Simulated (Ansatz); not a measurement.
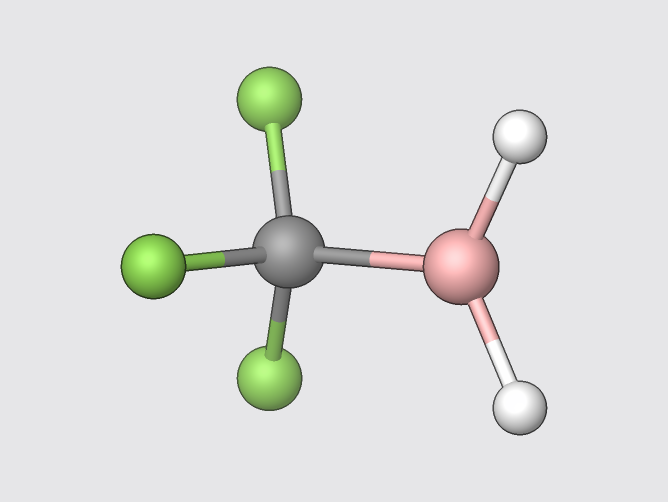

The picture shows a molecular structure as a ball-and-stick model. Every bond is drawn as one stick, whatever its order. Colours: boron pink, carbon grey, fluorine green, hydrogen white.

Computed geometry: PBE0-D4/def2-TZVP optimisation.

Give the formula.

CH₂BF₃, 7 atoms: 1 carbon, 2 hydrogen, 1 boron and 3 fluorine.

How many sets of symmetry-equivalent atoms are there?

5: 1 B, 1 C, 2 F, 1 F, 2 H.

What is the point group of this geometry?

Cs.

Describe its rings.

It has no ring.

More results for the same structure follow; atom numbers are the same in all pictures, views and colours differ.

### Geometry

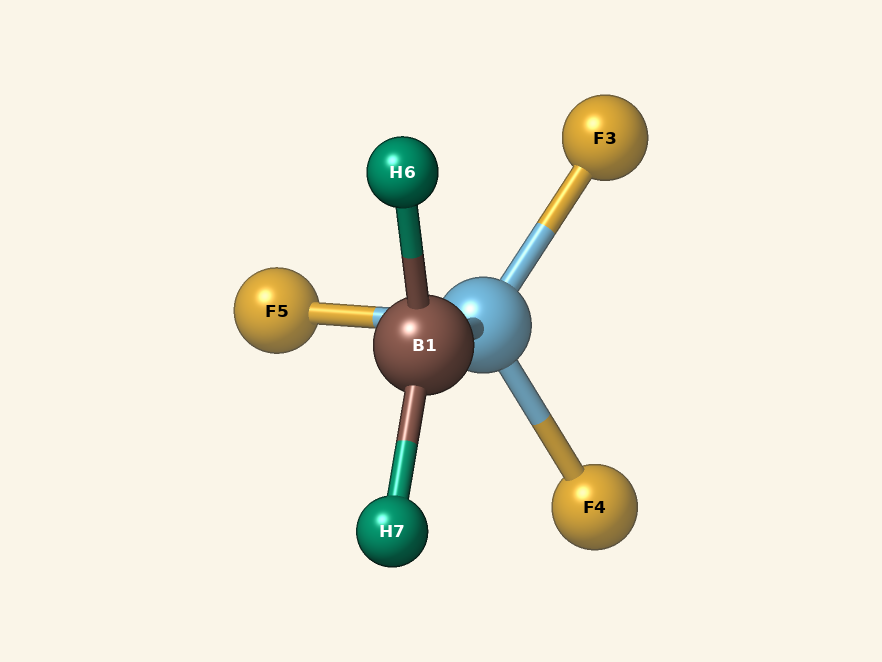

C2 lies behind B1. The molecule seen a little off the B1–C2 bond, B1 in front. Depth is shown by fading: the farther an atom, the more it takes the colour of the background.

What is the torsion angle H6–B1–C2–F3? The sign is positive where the front bond must turn clockwise to cover the back bond.

29°, synperiplanar.

### Levels of theory compared

Program: Ansatz 0.2.0.

Compare HOMO–LUMO gap (eV), HOMO energy (eV) at these levels: B3LYP-D4/def2-TZVPP; BHLYP-D4/def2-TZVPP; PBE-D4/def2-TZVPP; PBE0-D4/def2-QZVPP; PBE0-D4/def2-TZVPP; ωB97M-V/def2-SVP.

```json
{"level": "B3LYP-D4/def2-TZVPP", "HOMO–LUMO gap (eV)": "6.91", "HOMO energy (eV)": "−9.91"}
{"level": "BHLYP-D4/def2-TZVPP", "HOMO–LUMO gap (eV)": "10.11", "HOMO energy (eV)": "−11.80"}
{"level": "PBE-D4/def2-TZVPP", "HOMO–LUMO gap (eV)": "4.65", "HOMO energy (eV)": "−8.42"}
{"level": "PBE0-D4/def2-QZVPP", "HOMO–LUMO gap (eV)": "7.38", "HOMO energy (eV)": "−10.14"}
{"level": "PBE0-D4/def2-TZVPP", "HOMO–LUMO gap (eV)": "7.37", "HOMO energy (eV)": "−10.11"}
{"level": "ωB97M-V/def2-SVP", "HOMO–LUMO gap (eV)": "11.82", "HOMO energy (eV)": "−12.35"}
```

### Dipole moment

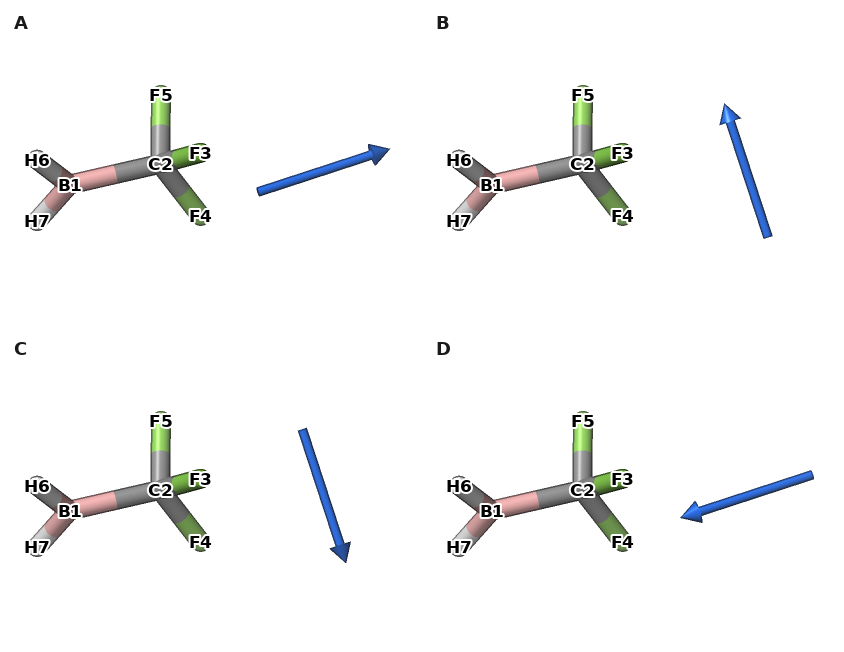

The same molecule four times, each with an arrow. Properties computed with RKS r2SCAN-D4/def2-TZVPP (Ansatz 0.2.0).

Which arrow points along the dipole moment, from the negative to the positive end?

D. The dipole moment is 1.75 D; it points from the side of F3, F4, F5 to the side of H6, H7 (the outermost atoms at the two ends).

### Vibrations

Harmonic vibrations computed with RKS PBE0-D4/def2-TZVP (Ansatz 0.2.0) at a stationary point of the same level.

List the wavenumbers.

15 modes: 125, 224, 316, 506, 522, 576, 811, 834, 1003, 1105, 1181, 1186, 1344, 2643, 2752 cm⁻¹.
